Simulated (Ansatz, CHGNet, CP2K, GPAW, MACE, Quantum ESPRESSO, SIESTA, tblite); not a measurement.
**Forces in Σ7 (111) twist boundary in a Au-Pd solid solution (84 atoms), program by program**

One geometry of Σ7 (111) twist boundary in a Au-Pd solid solution (84 atoms) is solved by several programs and methods. How far do their forces lie from a plane-wave PBE run?

Results are calculated, not measured.

In doubt: a PseudoDojo file used here is known to give poor structures and forces (SIESTA), which bears on pressures, cells, forces and phonons.

**1. The cell**

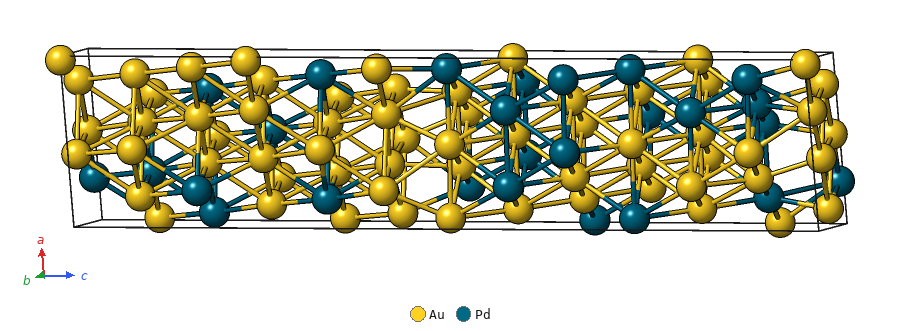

The cell (gold yellow, palladium blue). Bonds to atoms that aren't drawn are left out. Some periodic images of atoms are drawn too.

The cell holds 84 atoms (59 Au and 25 Pd), with edges of 7.52, 7.52 and 28.00 Å. Recipe: fcc Au lattice (a = 4.0215 Å, the value set for the mixture); two grains turned against each other by 81.79 deg about [111]; 1 x 1 coincidence cells, 2 lattice periods a grain, two boundaries a cell, upper grain shifted by [0.175, 0.709] of the boundary cell and opened by 0.1 Å, one atom of each pair nearer than 1.848 Å removed; 25 of 84 Au sites given to Pd at random (lattice constant by Vegard's rule between Au and Pd); annealed from 600 K for 3 ps and minimised with a classical potential (one cell length free). Then every atom was moved at random, 0.02 Å r.m.s. a Cartesian component. The density is 17.3 g/cm³.

**2. The reference input**

Quantum ESPRESSO 7.5: Kohn-Sham DFT, PBE, SSSP efficiency 1.3.0 pseudopotentials, plane waves. Its input, pw.in:

```
&control
  calculation = 'scf'
  pseudo_dir = './pseudo'
  outdir = './tmp'
  disk_io = 'none'
  tprnfor = .true.
  tstress = .true.
/
&system
  ibrav = 0
  nat = 84
  ntyp = 2
  ecutwfc = 45
  ecutrho = 360
  nosym = .true.
  occupations = 'smearing'
  smearing = 'fd'
  degauss = 0.003675
/
&electrons
  conv_thr = 4.2e-07
  electron_maxstep = 100
  mixing_beta = 0.2
  mixing_mode = 'local-TF'
  diagonalization = 'david'
/
ATOMIC_SPECIES
Au 196.967 Au.upf
Pd 106.420 Pd.upf
CELL_PARAMETERS angstrom
7.52354 0.00000 0.00000
3.76177 6.51557 0.00000
0.00000 0.00000 28.00341
ATOMIC_POSITIONS crystal
Au 0.53443 0.25479 0.00002
Au 0.73895 0.01459 0.08349
Au 0.11201 0.54988 0.99813
Au 0.17151 0.73198 0.08233
[... 78 atom lines left out ...]
Au 0.45409 0.97399 0.91388
Pd 0.87724 0.83205 0.91396
K_POINTS gamma
```

```console
$ OMP_NUM_THREADS=1 mpirun -np 4 pw.x -in pw.in > output.txt
```

Run time: 8.6 min. Hardware: 4 MPI ranks of Arm Neoverse V1, shared host; peak memory 3.4 GiB.

It converged with an r.m.s. force component of 0.22 eV/Å and a pressure of 10 GPa.

**3. What was run beside it**

- CHGNet: machine-learned potential, published weights.
- CP2K 2026.2: Gaussian basis with GTH pseudopotentials and a plane-wave density; labels give functional, basis (MOLOPT sets; SR short-range, UZH the newer set with its own potentials), grid cutoff/relative cutoff and solver (OT: orbital transformation; TRS4, TC2, SIGN: linear-scaling purification with its sparsity filter), or its built-in tight binding.
- GPAW 26.7.0: PAW with atomic orbitals (LCAO), plane waves or a real-space grid of spacing h.
- MACE: machine-learned potential, published weights.
- SIESTA 5.4.2: numerical atomic orbitals, whose automatically made sets are far from complete, with PseudoDojo norm-conserving potentials that we converted to its format (checked against plane waves on the same files for H, C, O, Si, Ge and Ca alone); labels give functional, basis size, energy shift and mesh cutoff.
- tblite 0.8.0: extended tight binding, driven from Python.

All use the same cell and atoms, and the electronic-structure runs the same k-mesh.

**4. Side by side**

Differences are against the reference: forces as r.m.s. over components, share as that over the reference's r.m.s. force, slope as the fitted ratio of a run's forces to the reference's.

```tsv
run	Δ force, r.m.s. (meV/Å)	share (%)	slope	Δ pressure (GPa)	cores	CPU time	memory (GiB)
reference	-	-	-	-	4	34 min	3.4
CHGNet 0.3.0 potential	110	50.6	0.575	0.654	1	5.8 s	1.6
CHGNet r2SCAN potential	145	66.5	0.371	-4.48	1	5.7 s	1.6
CP2K PBE, DZVP-MOLOPT-SR, 600/50 Ry, diagonalisation	70.9	32.6	1.145	7.53	4	58 min	9.4
GPAW PBE, plane waves 350 eV	33.7	15.5	1.060	1.84	4	54 min	2.4
MACE MP-0b3 medium potential	98.2	45.2	0.808	-0.0268	1	10 s	0.95
SIESTA PBE, DZ, shift 0.01 Ry, mesh 300 Ry (coarse)	121	55.8	1.342	-15.6	2	5.9 min	0.99
SIESTA PBE, DZP, shift 0.01 Ry, mesh 300 Ry	46.9	21.6	1.168	-0.242	4	12 min	1.7
SIESTA PBE, SZP, shift 0.01 Ry, mesh 300 Ry (coarse)	67.6	31.1	1.153	-8.40	2	7 min	1.1
tblite GFN1-xTB	137	63.2	0.928	12.1	1	17 s	0.16
```

Rows marked coarse were listed beforehand as settings not expected to be converged; some can still land near the reference.

Times of the machine-learned potentials are mostly Python's start and the loading of weights.

Runs without a result: GPAW PBE, LCAO dzp, h 0.2 Å (cut off at its time limit); CP2K PBE, SZV-MOLOPT-SR, 600/50 Ry, diagonalisation (cut off at its time limit); GPAW PBE, LCAO sz(dzp), h 0.2 Å (cut off at its time limit).

CPU time is summed over cores on shared hosts, so it is rough.

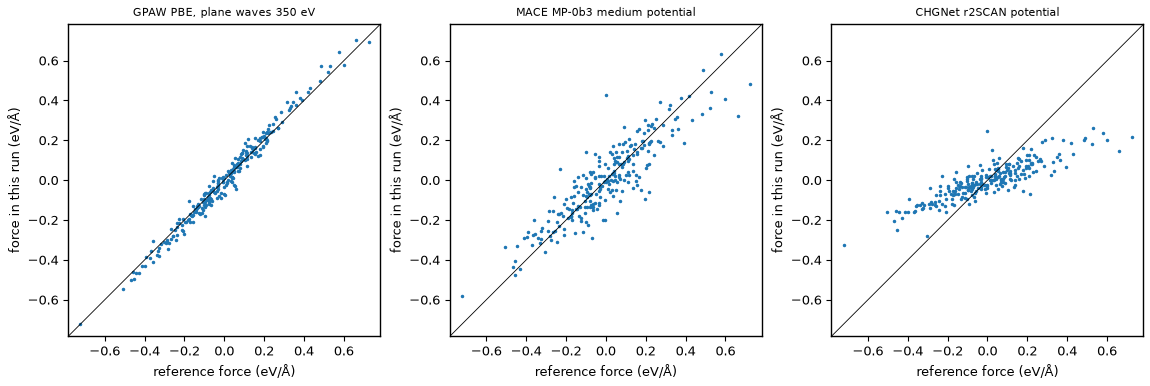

Force components against those of the reference; the line marks equality.

**5. What came out**

Forces lie from 16 % (GPAW PBE, plane waves 350 eV) to 66 % (CHGNet r2SCAN potential) of the reference's r.m.s. force of 0.22 eV/Å away from it. Other PBE runs on plane waves or a grid: GPAW PBE, plane waves 350 eV 16 % of the r.m.s. force; potentials, cutoffs or grids differ between them, and this table alone doesn't tell which side is nearer the exact PBE result. The PBE runs in local orbitals, coarse settings apart, differ by 22 % (SIESTA PBE, DZP, shift 0.01 Ry, mesh 300 Ry) to 33 % (CP2K PBE, DZVP-MOLOPT-SR, 600/50 Ry, diagonalisation); basis, grid and potentials can all enter. Tight binding differs by 63 % (tblite GFN1-xTB); it is another model, with fitted parameters of its own, and the xTB methods hold dispersion.

Machine-learned potentials differ by 45 % (MACE MP-0b3 medium potential) to 66 % (CHGNet r2SCAN potential); they were trained on other programs' data, some at another functional. Among those trained on PBE data the slope goes as low as 0.57. Runs with settings chosen to be coarse differ by 31 % (SIESTA PBE, SZP, shift 0.01 Ry, mesh 300 Ry) to 56 % (SIESTA PBE, DZ, shift 0.01 Ry, mesh 300 Ry), their programs' other errors included. SIESTA PBE, DZP, shift 0.01 Ry, mesh 300 Ry stiffens the forces by a factor of 1.17 while following their directions (correlation 0.993); the slopes of the 3 SIESTA runs lie between 1.15 and 1.34. Pressures at PBE, coarse settings apart, lie -0.24 to +7.53 GPa from the reference's.

**Limits.** Periodic xTB results under one method name differ between programs and library versions. The potentials hold different valence shells: 1571 electrons in the reference, 1099 in CP2K with DZVP-MOLOPT-SR and 1049 in GPAW; this bears on time and differences. The reference's pressure holds the uncorrected Pulay stress of its 45 Ry basis, so small pressure differences may be the reference's own error. A potential file of the SIESTA runs is in doubt, which bears on their forces and pressure. The electron count is odd in these runs, and they have no spin polarisation, so the unpaired electron is spread evenly over both spins. Machine-learned potentials mimic data converged in k, so the reference's own k-point error enters their differences. The reference's stress is far from hydrostatic: its diagonal is 12.6, 12.8, 4.8 GPa, compression counted positive. The host structure and its lattice constant were typed by rule, without a check against the phase diagram. The electron count is odd and the run has no spin polarisation, so levels at the top are partly filled by construction. The electronic-structure runs sample only Γ, in a cell whose shortest periodic width is 7 Å, which is coarse for a cell with partly filled levels. Spin–orbit coupling is left out, which matters for the levels of the heavy elements. The reference's pressure of 10 GPa reflects the volume that the recipe set, positions that aren't this level's minimum and the coarse k-sampling. Where levels are smeared, the DFT runs use Fermi–Dirac occupations at 580 K (0.05 eV), and energies are free energies. The atoms were displaced at random, and shares hang on the size of the forces that this gives. The reference's cutoffs and mesh weren't converged further here.

[Logs are printed without paths, hosts, clocks, repeated set-up lines and the standing remarks that a program may print on its own settings, such as how far it seeks lower states.]

[Hosts, paths, dates, database ids (printed as entryN), source tags and the programs' standing remarks are cut or masked in the printed files.]

[Cells were taken only where this reference lay near another plane-wave run.]
